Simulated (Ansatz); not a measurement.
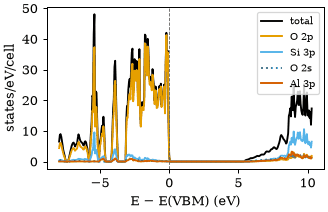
*Total and projected density of states of LiAlSi4O10 in space group P2/c (No. 13; Pearson symbol mP32), PBEsol in the plane-wave PAW code Ansatz*

### Question
Which orbitals carry the states next to the gap?

### Answer
Top 1 eV of the valence band: O 2p 97 %. Bottom 1 eV of the conduction band: Li 2s 27 %, O 2s 23 %, Si 3s 19 %, Si 3p 7 %, Al 3s 5 %, outside the projected shells 9 %. Projections are on Löwdin-orthogonalised atomic valence shells; empty p or d shells of many metals are not among them.

### Question
Where is the tallest occupied peak in this window, and what makes it?

### Answer
Near -5.4 eV, about 48 states/eV per cell; the largest projected share is O 2p.

The workflow started from a Materials Project entry (that database holds measured and hypothetical structures alike); the Crystallography Open Database files this formula in space group No. 13, but the cells were not matched. Whether it is the stable phase at ambient conditions was not checked. The cell was relaxed with PBEsol under the symmetry of its start; its stability against distortions is not shown here.

Potentials: the later of the program's two PAW sets.
